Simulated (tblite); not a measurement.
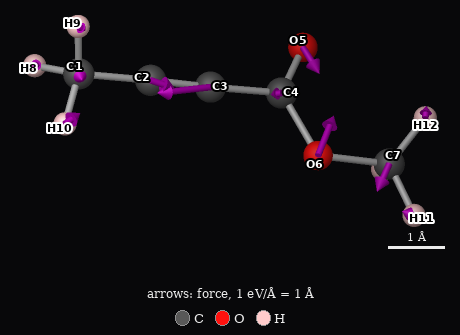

Starting geometry of C5H6O2 with the computed forces as purple arrows. The picture is a ball-and-stick view, seen at a tilt.

Method: tblite, GFN2-xTB geometry optimisation, gas phase. 

**What follows when this structure is relaxed?**

It isn't relaxed: the largest force vector, on a C atom, is 1.22 eV/Å. The final displacements follow the starting forces only in part (cosine between the two patterns 0.54). After 20 geometry steps the energy has fallen by 1.39 kcal/mol. An H atom moves most after the best rigid fit: 0.062 Å. By element the largest moves are H 0.062 Å, C 0.044 Å, O 0.026 Å. Near-neighbour distances that change, for instance: C–O 1.359 → 1.343 Å, C–O 1.432 → 1.418 Å, C–H 1.101 → 1.089 Å, C–C 1.451 → 1.440 Å. Bond angles that change, for instance: H–C–H 111.5° → 108.6°, C–C–O 122.0° → 124.7°, H–C–H 107.9° → 110.5°.
